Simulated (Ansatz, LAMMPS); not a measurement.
**Squeezing and shearing amorphous 31Ga2O3-69TiO2 (mol %) (116 atoms)**

How stiff is amorphous 31Ga2O3-69TiO2 (mol %) (116 atoms), and how do its levels respond to strain?

Main program and level: Ansatz 0.2.0; Kohn-Sham DFT, PBE, PAW (set soft_1), plane waves.

## (1) The starting structure

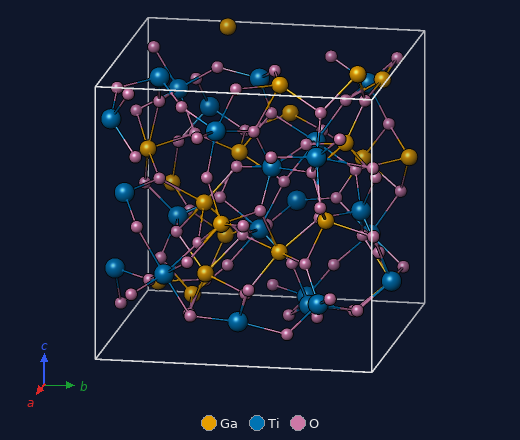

The cell as given, slightly off an axis (gallium orange, titanium blue, oxygen pink). Bonds to atoms that aren't drawn are left out. Some periodic images of atoms are drawn too.

The cell holds 116 atoms: 20 Ga, 22 Ti and 74 O. Cell: a = 11.021 Å, b = 11.021 Å, c = 11.021 Å, α = 90.0°, β = 90.0°, γ = 90.0°. 116 atoms (20 Fe, 22 Ti, 74 O) placed at random at 3.92 g/cm³, melted at 5000 K for 10 ps at fixed volume with the Morse and Coulomb pair potential with partial charges (Pedone, Malavasi, Menziani, Cormack and Segre, J. Phys. Chem. B 110, 11780 (2006)). Quenched from 5000 K to 300 K at 20 K/ps and fixed volume, held 10 ps at zero pressure, then minimised at fixed cell. Then Fe was replaced by Ga and the cell scaled by 1.006 (the potential has no terms for the new elements, so the cell is a start for a DFT relaxation).

Limits known from the start: The quench rate of 20 K/ps is orders of magnitude faster than experiment, which tends to freeze in extra defects. The network of bonds at the start is that of the classical potential that made the cell, and needn't be the one that DFT or experiment would give. Only the Γ point is sampled.

## (2) Single point at the start

A single point comes first, to see the forces before anything moves.

File input.yaml:

```yaml
crystal:
  lattice:
    - [11.02051, 0.0, 0.0]
    - [0.0, 11.02051, 0.0]
    - [0.0, 0.0, 11.02051]
  atoms:
    - { symbol: Ga, position: [0.72957, 0.78158, 0.47727] }
    - { symbol: Ga, position: [0.59774, 0.32151, 0.22836] }
    - { symbol: Ga, position: [0.35816, 0.22845, 0.08748] }
    - { symbol: Ga, position: [0.06545, 0.79014, 0.54044] }
    - { symbol: Ga, position: [0.6185, 0.59228, 0.32533] }
    - { symbol: Ga, position: [0.11368, 0.05828, 0.06439] }
    - { symbol: Ga, position: [0.05658, 0.09804, 0.41401] }
    - { symbol: Ga, position: [0.63359, 0.87886, 0.99542] }
    - { symbol: Ga, position: [0.58675, 0.31458, 0.48504] }
    - { symbol: Ga, position: [0.84297, 0.42493, 0.47762] }
    - { symbol: Ga, position: [0.5606, 0.82039, 0.72186] }
    - { symbol: Ga, position: [0.02608, 0.51958, 0.68192] }
    - { symbol: Ga, position: [0.6856, 0.60731, 0.95625] }
    - { symbol: Ga, position: [0.33866, 0.91302, 0.90292] }
    - { symbol: Ga, position: [0.31448, 0.39024, 0.60485] }
    - { symbol: Ga, position: [0.37081, 0.94939, 0.17492] }
    - { symbol: Ga, position: [0.47766, 0.09067, 0.64454] }
    - { symbol: Ga, position: [0.11854, 0.30243, 0.24764] }
    - { symbol: Ga, position: [0.01656, 0.29168, 0.98486] }
    - { symbol: Ga, position: [0.22704, 0.9876, 0.5931] }
    - { symbol: Ti, position: [0.35685, 0.17543, 0.37148] }
    - { symbol: Ti, position: [0.0579, 0.54923, 0.37086] }
    - { symbol: Ti, position: [0.76241, 0.05958, 0.55409] }
    - { symbol: Ti, position: [0.82838, 0.76697, 0.73406] }
    - { symbol: Ti, position: [0.60645, 0.56334, 0.6326] }
    - { symbol: Ti, position: [0.84054, 0.77557, 0.19886] }
    - { symbol: Ti, position: [0.35861, 0.47253, 0.3382] }
    - { symbol: Ti, position: [0.1057, 0.81562, 0.82701] }
    - { symbol: Ti, position: [0.87599, 0.03245, 0.85223] }
    - { symbol: Ti, position: [0.13231, 0.60034, 0.03994] }
    - { symbol: Ti, position: [0.86139, 0.22144, 0.28782] }
    - { symbol: Ti, position: [0.30562, 0.66518, 0.65501] }
    - { symbol: Ti, position: [0.05598, 0.23337, 0.69911] }
    - { symbol: Ti, position: [0.43327, 0.66489, 0.08611] }
    - { symbol: Ti, position: [0.64487, 0.00314, 0.24489] }
    - { symbol: Ti, position: [0.43351, 0.85252, 0.44229] }
    - { symbol: Ti, position: [0.62312, 0.16008, 0.94736] }
    - { symbol: Ti, position: [0.79846, 0.39674, 0.80588] }
    - { symbol: Ti, position: [0.38004, 0.47574, 0.89653] }
    - { symbol: Ti, position: [0.85306, 0.4872, 0.12403] }
    - { symbol: Ti, position: [0.14223, 0.83061, 0.2816] }
    - { symbol: Ti, position: [0.32698, 0.17219, 0.83048] }
    - { symbol: O, position: [0.13464, 0.65596, 0.65212] }
    - { symbol: O, position: [0.70472, 0.53973, 0.49569] }
    - { symbol: O, position: [0.5107, 0.13758, 0.82942] }
    - { symbol: O, position: [0.97464, 0.52964, 0.5087] }
    - { symbol: O, position: [0.36302, 0.2387, 0.6786] }
    - { symbol: O, position: [0.72813, 0.02688, 0.92874] }
    - { symbol: O, position: [0.7115, 0.75981, 0.86763] }
    - { symbol: O, position: [0.72761, 0.14201, 0.23022] }
    - { symbol: O, position: [0.6884, 0.72413, 0.64104] }
    - { symbol: O, position: [0.88211, 0.12691, 0.46207] }
    - { symbol: O, position: [0.36513, 0.1148, 0.21805] }
    - { symbol: O, position: [0.32408, 0.01913, 0.74264] }
    - { symbol: O, position: [0.31121, 0.50481, 0.75366] }
    - { symbol: O, position: [0.54884, 0.00569, 0.09262] }
    - { symbol: O, position: [0.88424, 0.32069, 0.14505] }
    - { symbol: O, position: [0.42191, 0.60064, 0.23483] }
    - { symbol: O, position: [0.34905, 0.32674, 0.44547] }
    - { symbol: O, position: [0.18322, 0.46536, 0.3089] }
    - { symbol: O, position: [0.35866, 0.31921, 0.92452] }
    - { symbol: O, position: [0.50778, 0.88128, 0.86625] }
    - { symbol: O, position: [0.74385, 0.32264, 0.37769] }
    - { symbol: O, position: [0.54362, 0.72312, 0.43786] }
    - { symbol: O, position: [0.99156, 0.12756, 0.24215] }
    - { symbol: O, position: [0.72996, 0.25998, 0.86988] }
    - { symbol: O, position: [0.12548, 0.37497, 0.63582] }
    - { symbol: O, position: [0.31324, 0.83504, 0.32113] }
    - { symbol: O, position: [0.32665, 0.08322, 0.97926] }
    - { symbol: O, position: [0.75362, 0.71162, 0.32122] }
    - { symbol: O, position: [0.35966, 0.05733, 0.48865] }
    - { symbol: O, position: [0.47592, 0.66246, 0.68715] }
    - { symbol: O, position: [0.18377, 0.95842, 0.17886] }
    - { symbol: O, position: [0.82578, 0.36984, 0.63985] }
    - { symbol: O, position: [0.10674, 0.89129, 0.67974] }
    - { symbol: O, position: [0.52292, 0.92273, 0.59066] }
    - { symbol: O, position: [0.05231, 0.46091, 0.0554] }
    - { symbol: O, position: [0.08107, 0.67744, 0.91072] }
    [... 32 atom lines left out ...]
    - { symbol: O, position: [0.3147, 0.81032, 0.56051] }
    - { symbol: O, position: [0.69001, 0.48348, 0.18466] }
    - { symbol: O, position: [0.93483, 0.54087, 0.26312] }
    - { symbol: O, position: [0.52668, 0.20353, 0.35817] }
    - { symbol: O, position: [0.12004, 0.13281, 0.58354] }
    - { symbol: O, position: [0.51542, 0.93323, 0.31427] }
kpoints:
  mp_grid: { grid: [1, 1, 1] }
hamiltonian:
  xc: pbe
  pseudopotentials: { kind: paw, azcp: { folder: soft_1 } }
scf:
  occupations: { method: fixed }
output:
  forces: true
```

Started as:

```console
> ansatz run input.yaml --threads 4 --pin off --max-ram 8192MiB --backend cpu --events-out ev --progress --plain --runs-dir out
```

Numbers of over 12 decimals in the logs are rounded to 6 here.

The log of the run:

```text
[...]
Pseudopotentials: kind: paw
Pseudopotential: Ga, paw, valence charge 13, recommended cutoff 420 eV (normal), soft_1/Ga.paw.azcp
Pseudopotential: Ti, paw, valence charge 12, recommended cutoff 420 eV (normal), soft_1/Ti.paw.azcp
Pseudopotential: O, paw, valence charge 6, recommended cutoff 420 eV (normal), soft_1/O.paw.azcp
[... 5 lines on functional and potentials left out ...]
Crystal: 116 atoms, lattice volume = 1338.459 Å³
Basis set: ecut = 420 eV, 26145 PW (Γ), exchange–correlation on 150×150×150 points (8 copies of the dense FFT grid, shifted against one another)
Bands: 600, of which v1, the nominal top of the filled ones, is band 484 counted from 1 (483 counted from 0)
Symmetry: 1 space group operations
Space group: P1 (ITA 1), of the structure as read, at distance tolerance 1.1e-4 Å
k-points: 1
[... 7 lines on functional and potentials left out ...]
Initial density: superposition of atomic densities (chi_scale 0.1, normalization cell, long waves kept (reshape's long-wave potential 0.11 eV rms))
Initial wavefunctions: pseudopotential atomic-orbital guess
[...]
SCF iter   1: F=—  HF=-172753.266102 eV  |F-HF|=—  |Δ(HF+E_count)|=         —  Δρ=9.23e-2  dr2=8.28e1  ethr=3.10e-3  ⟨swp⟩=3.0  Hψ=1561  notcnv=0  defer=108
preconditioner: auto → Resta (q_TF=auto, 2.585 Å⁻¹)  ε∞=6.1  [insulator: Δε(μ)=2.449 eV  Ē_g=12.609 eV  n_scr=388 (ndim 8)  ℏωp=28.6 eV  f_vac=0.016  ε∞_Penn≈6.1]
[...]
SCF iter  16: F=—  HF=-172730.418507 eV  |F-HF|=—  |Δ(HF+E_count)|=   8.67e-8  Δρ=2.43e-6  dr2=1.02e-7  ethr=1.03e-11  ⟨swp⟩=4.0  Hψ=1579  notcnv=0
SCF iter  17: F=-172730.418507 eV  HF=-172730.418507 eV  |F-HF|=4.26e-8  |Δ(HF+E_count)|=   5.53e-8  Δρ=2.18e-6  dr2=6.72e-8  ethr=1.03e-11  ⟨swp⟩=4.0  Hψ=1573  notcnv=0
SCF 1 converged in 17 iterations: F = -172730.418507 eV  dr2 = 6.72e-8
[...]
SCF converged after 17 iterations
Free energy (F): -172730.418507 eV
Harris-Foulkes:  -172730.418507 eV  (|F-HF|=4.26e-8)
Internal energy: -172730.418507 eV  (E = F + TS)
E sigma→0 (E₀):  -172730.418507 eV
Fermi energy:    7.415407 eV
--- Per-component energies (eV) ---
[...]
Σ components = -172730.418507   (vs F -172730.418507, Δ=0.00e0)
--- Forces (eV/Å), atoms counted from 1 ---
  atom   1  Ga     0.49083771     0.90306513     0.09593972
  atom   2  Ga    -0.26015064     0.25035016     0.08802979
  atom   3  Ga     0.58542128     0.66841381     0.21760186
  atom   4  Ga    -1.03222432     0.21374621     0.70138521
[...]
atom 116  O     -1.18943569     0.23174484    -0.12147951
  max |Σ_I F_I| component: 5.04e-5 eV/Å
```

Elapsed: 25 s, on 4 threads of AMD EPYC 9R14 (Zen 4), shared host; peak memory 2.3 GiB; 95 s of CPU time.

The r.m.s. force at the start is 0.71 eV/Å.

## (3) Cell and atoms relaxed

Cell and atoms are freed together, to release stress as well as forces.

File input.yaml:

```yaml
crystal:
  lattice:
    - [11.02051, 0.0, 0.0]
    - [0.0, 11.02051, 0.0]
    - [0.0, 0.0, 11.02051]
  atoms:
    [... the 116 atom lines of step 2 ...]
kpoints:
  mp_grid: { grid: [1, 1, 1] }
hamiltonian:
  xc: pbe
  pseudopotentials: { kind: paw, azcp: { folder: soft_1 } }
scf:
  occupations: { method: fixed }
output:
  forces: true
relax:
  f_tol: 0.05
  max_steps: 150
  cell: {}
```

The log of the run:

```text
[...]
Crystal: 116 atoms, lattice volume = 1338.459 Å³
Basis set: ecut = 420 eV, 26145 PW (Γ), exchange–correlation on 150×150×150 points (8 copies of the dense FFT grid, shifted against one another)
Bands: 600, of which v1, the nominal top of the filled ones, is band 484 counted from 1 (483 counted from 0)
Symmetry: 1 space group operations
[...]
k-points: 1
[...]
SCF iter   1: F=—  HF=-172753.266102 eV  |F-HF|=—  |Δ(HF+E_count)|=         —  Δρ=9.23e-2  dr2=8.28e1  ethr=3.10e-3  ⟨swp⟩=3.0  Hψ=1561  notcnv=0  defer=108
[...]
SCF iter  16: F=—  HF=-172730.418507 eV  |F-HF|=—  |Δ(HF+E_count)|=   8.66e-8  Δρ=2.42e-6  dr2=1.02e-7  ethr=1.03e-11  ⟨swp⟩=4.0  Hψ=1579  notcnv=0
SCF iter  17: F=-172730.418507 eV  HF=-172730.418507 eV  |F-HF|=4.27e-8  |Δ(HF+E_count)|=   5.55e-8  Δρ=2.18e-6  dr2=6.73e-8  ethr=1.03e-11  ⟨swp⟩=4.0  Hψ=1573  notcnv=0
SCF 1 converged in 17 iterations: F = -172730.418507 eV  dr2 = 6.73e-8
[...]
relax step   1: F+E_penalty+E_count = -172730.41850716 eV  Δ(F+E_penalty+E_count) = +0.000e0 eV  max|allowed force component| = 2.130e0 eV/Å  Δτ_max = 0.0000 Å  P = +1.920 GPa  Ω = 1338.459 Å³  (17 SCF iters, dr2 threshold 1.00e-7 eV, accepted)
[... from here on, the SCF cycles and remarks between the steps are left out ...]
relax step   2: F+E_penalty+E_count = -172733.94416689 eV  Δ(F+E_penalty+E_count) = -3.526e0 eV  max|allowed force component| = 1.063e0 eV/Å  Δτ_max = 0.1263 Å  P = +0.075 GPa  Ω = 1341.244 Å³  energy of the carried Pulay correction = -7.153e-3 eV  (9 SCF iters, dr2 threshold 1.16e-5 eV, accepted)
relax step   3: F+E_penalty+E_count = -172735.51391058 eV  Δ(F+E_penalty+E_count) = -1.570e0 eV  max|allowed force component| = 5.838e-1 eV/Å  Δτ_max = 0.1170 Å  P = -0.081 GPa  Ω = 1342.533 Å³  energy of the carried Pulay correction = -1.046e-2 eV  (9 SCF iters, dr2 threshold 1.16e-5 eV, accepted)
relax step   4: F+E_penalty+E_count = -172736.46189183 eV  Δ(F+E_penalty+E_count) = -9.480e-1 eV  max|allowed force component| = 4.404e-1 eV/Å  Δτ_max = 0.2000 Å  P = -0.016 GPa  Ω = 1349.595 Å³  energy of the carried Pulay correction = -2.851e-2 eV  (9 SCF iters, dr2 threshold 1.16e-5 eV, accepted)
relax step   5: F+E_penalty+E_count = -172737.04164964 eV  Δ(F+E_penalty+E_count) = -5.798e-1 eV  max|allowed force component| = 3.806e-1 eV/Å  Δτ_max = 0.1925 Å  P = +0.033 GPa  Ω = 1359.592 Å³  energy of the carried Pulay correction = -5.390e-2 eV  (9 SCF iters, dr2 threshold 1.16e-5 eV, accepted)
relax step   6: F+E_penalty+E_count = -172737.60737615 eV  Δ(F+E_penalty+E_count) = -5.657e-1 eV  max|allowed force component| = 4.191e-1 eV/Å  Δτ_max = 0.2000 Å  P = +0.177 GPa  Ω = 1366.740 Å³  energy of the carried Pulay correction = -7.194e-2 eV  (10 SCF iters, dr2 threshold 9.05e-6 eV, accepted)
relax step   7: F+E_penalty+E_count = -172737.67669336 eV  Δ(F+E_penalty+E_count) = -6.932e-2 eV  max|allowed force component| = 5.122e-1 eV/Å  Δτ_max = 0.0987 Å  P = -0.056 GPa  Ω = 1373.321 Å³  energy of the carried Pulay correction = -8.846e-2 eV  (9 SCF iters, dr2 threshold 1.10e-5 eV, accepted)
relax step   8: F+E_penalty+E_count = -172737.75767623 eV  Δ(F+E_penalty+E_count) = -8.098e-2 eV  max|allowed force component| = 3.873e-1 eV/Å  Δτ_max = 0.2000 Å  P = +0.040 GPa  Ω = 1373.310 Å³  energy of the carried Pulay correction = -8.844e-2 eV  (9 SCF iters, dr2 threshold 1.16e-5 eV, accepted)
relax step   9: F+E_penalty+E_count = -172737.81470264 eV  Δ(F+E_penalty+E_count) = -5.703e-2 eV  max|allowed force component| = 3.022e-1 eV/Å  Δτ_max = 0.0373 Å  P = +0.025 GPa  Ω = 1373.715 Å³  energy of the carried Pulay correction = -8.945e-2 eV  (8 SCF iters, dr2 threshold 9.37e-6 eV, accepted)
relax step  10: F+E_penalty+E_count = -172737.85867584 eV  Δ(F+E_penalty+E_count) = -4.397e-2 eV  max|allowed force component| = 3.711e-1 eV/Å  Δτ_max = 0.2000 Å  P = -0.072 GPa  Ω = 1378.017 Å³  energy of the carried Pulay correction = -1.002e-1 eV  (10 SCF iters, dr2 threshold 5.71e-6 eV, accepted)
relax step  11: F+E_penalty+E_count = -172737.90500602 eV  Δ(F+E_penalty+E_count) = -4.633e-2 eV  max|allowed force component| = 1.537e-1 eV/Å  Δτ_max = 0.0544 Å  P = +0.044 GPa  Ω = 1375.822 Å³  energy of the carried Pulay correction = -9.472e-2 eV  (8 SCF iters, dr2 threshold 8.61e-6 eV, accepted)
relax step  12: F+E_penalty+E_count = -172737.90678749 eV  Δ(F+E_penalty+E_count) = -1.781e-3 eV  max|allowed force component| = 3.731e-1 eV/Å  Δτ_max = 0.2000 Å  P = -0.125 GPa  Ω = 1377.296 Å³  energy of the carried Pulay correction = -9.841e-2 eV  (10 SCF iters, dr2 threshold 1.48e-6 eV, accepted)
relax step  13: F+E_penalty+E_count = -172737.95515712 eV  Δ(F+E_penalty+E_count) = -4.837e-2 eV  max|allowed force component| = 9.810e-2 eV/Å  Δτ_max = 0.0634 Å  P = -0.003 GPa  Ω = 1376.521 Å³  energy of the carried Pulay correction = -9.647e-2 eV  (8 SCF iters, dr2 threshold 8.70e-6 eV, accepted)
[...]
relax step  22: F+E_penalty+E_count = -172738.24394043 eV  Δ(F+E_penalty+E_count) = -3.367e-2 eV  max|allowed force component| = 1.766e-1 eV/Å  Δτ_max = 0.0567 Å  P = +0.062 GPa  Ω = 1378.317 Å³  energy of the carried Pulay correction = -1.010e-1 eV  (9 SCF iters, dr2 threshold 3.01e-6 eV, accepted)
relax step  23: F+E_penalty+E_count = -172738.24820127 eV  Δ(F+E_penalty+E_count) = -4.261e-3 eV  max|allowed force component| = 2.497e-1 eV/Å  Δτ_max = 0.2000 Å  P = -0.077 GPa  Ω = 1383.893 Å³  energy of the carried Pulay correction = -1.148e-1 eV  (10 SCF iters, dr2 threshold 1.95e-6 eV, accepted)
relax step  24: F+E_penalty+E_count = -172738.30910759 eV  Δ(F+E_penalty+E_count) = -6.091e-2 eV  max|allowed force component| = 2.581e-1 eV/Å  Δτ_max = 0.0987 Å  P = -0.008 GPa  Ω = 1380.904 Å³  energy of the carried Pulay correction = -1.074e-1 eV  (9 SCF iters, dr2 threshold 3.90e-6 eV, accepted)
relax step  25: F+E_penalty+E_count = -172738.06139052 eV  Δ(F+E_penalty+E_count) = +2.477e-1 eV  max|allowed force component| = 6.067e-1 eV/Å  Δτ_max = 0.2000 Å  P = -0.143 GPa  Ω = 1381.207 Å³  energy of the carried Pulay correction = -1.082e-1 eV  (10 SCF iters, dr2 threshold 4.16e-6 eV, rejected (line search))
relax step  26: F+E_penalty+E_count = -172738.31054353 eV  Δ(F+E_penalty+E_count) = -1.436e-3 eV  max|allowed force component| = 4.611e-1 eV/Å  Δτ_max = 0.0776 Å  P = +0.100 GPa  Ω = 1380.558 Å³  energy of the carried Pulay correction = -1.065e-1 eV  (17 SCF iters, accepted)
relax step  27: F+E_penalty+E_count = -172738.32539521 eV  Δ(F+E_penalty+E_count) = -1.485e-2 eV  max|allowed force component| = 1.832e-1 eV/Å  Δτ_max = 0.1000 Å  P = -0.013 GPa  Ω = 1381.345 Å³  energy of the carried Pulay correction = -1.085e-1 eV  (8 SCF iters, dr2 threshold 1.16e-5 eV, accepted)
relax step  28: F+E_penalty+E_count = -172738.34379444 eV  Δ(F+E_penalty+E_count) = -1.840e-2 eV  max|allowed force component| = 9.229e-2 eV/Å  Δτ_max = 0.0466 Å  P = -0.023 GPa  Ω = 1381.557 Å³  energy of the carried Pulay correction = -1.090e-1 eV  (9 SCF iters, dr2 threshold 2.10e-6 eV, accepted)
relax step  29: F+E_penalty+E_count = -172738.34850941 eV  Δ(F+E_penalty+E_count) = -4.715e-3 eV  max|allowed force component| = 4.896e-2 eV/Å  Δτ_max = 0.0151 Å  P = +0.015 GPa  Ω = 1381.055 Å³  energy of the carried Pulay correction = -1.078e-1 eV  (9 SCF iters, dr2 threshold 5.32e-7 eV, accepted)
relax step  30: F+E_penalty+E_count = -172738.56919781 eV  Δ(F+E_penalty+E_count) = -2.207e-1 eV  max|allowed force component| = 4.807e-2 eV/Å  Δτ_max = 0.0000 Å  P = +0.271 GPa  Ω = 1381.055 Å³  stress off target by 5.35e-1 GPa  SCF on the basis re-selected at this cell (its energy is not comparable with the rows above)  (10 SCF iters)
relax step  31: F+E_penalty+E_count = -172738.43215598 eV  Δ(F+E_penalty+E_count) = +1.370e-1 eV  max|allowed force component| = 3.429e-1 eV/Å  Δτ_max = 0.2000 Å  P = +0.039 GPa  Ω = 1388.317 Å³  energy of the carried Pulay correction = -1.902e-2 eV  (11 SCF iters, dr2 threshold 7.14e-7 eV, rejected (line search))
relax step  32: F+E_penalty+E_count = -172738.56542192 eV  Δ(F+E_penalty+E_count) = +3.776e-3 eV  max|allowed force component| = 4.353e-2 eV/Å  Δτ_max = 0.0344 Å  P = -0.192 GPa  Ω = 1386.487 Å³  energy of the carried Pulay correction = -1.403e-2 eV  (16 SCF iters, accepted)
relax step  33: F+E_penalty+E_count = -172738.52697467 eV  Δ(F+E_penalty+E_count) = +3.845e-2 eV  max|allowed force component| = 2.847e-1 eV/Å  Δτ_max = 0.1000 Å  P = +0.052 GPa  Ω = 1387.123 Å³  energy of the carried Pulay correction = -1.590e-2 eV  (12 SCF iters, dr2 threshold 1.07e-7 eV, rejected (line search))
relax step  34: F+E_penalty+E_count = -172738.57191073 eV  Δ(F+E_penalty+E_count) = -6.489e-3 eV  max|allowed force component| = 2.110e-2 eV/Å  Δτ_max = 0.0210 Å  P = +0.038 GPa  Ω = 1385.237 Å³  energy of the carried Pulay correction = -1.091e-2 eV  (15 SCF iters, accepted)
relax step  35: F+E_penalty+E_count = -172738.57154805 eV  Δ(F+E_penalty+E_count) = +3.627e-4 eV  max|allowed force component| = 2.082e-2 eV/Å  Δτ_max = 0.0031 Å  P = -0.001 GPa  Ω = 1385.532 Å³  energy of the carried Pulay correction = -1.166e-2 eV  (9 SCF iters, dr2 threshold 7.58e-9 eV, accepted)
relax step  36: F+E_penalty+E_count = -172738.58534303 eV  Δ(F+E_penalty+E_count) = -1.379e-2 eV  max|allowed force component| = 2.078e-2 eV/Å  Δτ_max = 0.0000 Å  P = +0.002 GPa  Ω = 1385.532 Å³  stress off target by 3.18e-2 GPa  SCF on the basis re-selected at this cell (its energy is not comparable with the rows above)  (6 SCF iters)
[...]
SCF converged after 6 iterations
Free energy (F): -172738.585343 eV
[...]
Internal energy: -172738.585343 eV  (E = F + TS)
E sigma→0 (E₀):  -172738.585343 eV
Fermi energy:    6.729346 eV
[...]
Σ components = -172738.585343   (vs F -172738.585343, Δ=0.00e0)
--- Forces (eV/Å), atoms counted from 1 ---
  atom   1  Ga     0.00112041    -0.00552497    -0.00434413
  atom   2  Ga     0.00158040     0.00148204    -0.00449883
  atom   3  Ga     0.00045314    -0.00119263    -0.00469317
  atom   4  Ga     0.00254662    -0.00121136     0.00355567
[...]
atom 116  O      0.00083325     0.00130171     0.00123381
  max |Σ_I F_I| component: 7.29e-6 eV/Å
--- Stress (GPa, compression-positive) ---
        0.022371       0.006383       0.016987
        0.006383      -0.017727      -0.013176
        0.016987      -0.013176       0.001338
  P = ⅓ Tr σ = 0.0020 GPa (0.020 kbar)
--- Relaxed structure (34 steps of the walk, 30 accepted, 2 SCFs on fresh bases) ---
  F+E_penalty+E_count = -172738.58534303 eV   max|allowed force component| = 2.078e-2 eV/Å   (the final SCF, on the basis selected at the relaxed cell)
  cell:  # Å, volume = 1385.5321 Å³
    - [11.420645, 0.098751, 0.196328]
    - [0.098751, 10.869275, -0.290443]
    - [0.196328, -0.290443, 11.173677]
  atoms:
    - { symbol: Ga, position: [0.770795, 0.806986, 0.497711] }
    - { symbol: Ga, position: [0.600141, 0.323935, 0.232338] }
    - { symbol: Ga, position: [0.376665, 0.222349, 0.091982] }
    - { symbol: Ga, position: [0.065760, 0.804173, 0.537789] }
[...]
- { symbol: O, position: [0.549725, 0.950416, 0.333284] }
```

Run time: 9.8 min. Hardware: 4 threads; peak memory 2.4 GiB; 37 min of CPU time.

The relaxation converged after 34 steps, with a largest force component of 0.021 eV/Å.

(Continued in part 2 of 3.)

[Logs are printed without paths, hosts, clocks, repeated set-up lines and the standing remarks that a program may print on its own settings, such as how far it seeks lower states.]

[Hosts, paths, dates, database ids (printed as entryN), source tags and the programs' standing remarks are cut or masked in the printed files.]
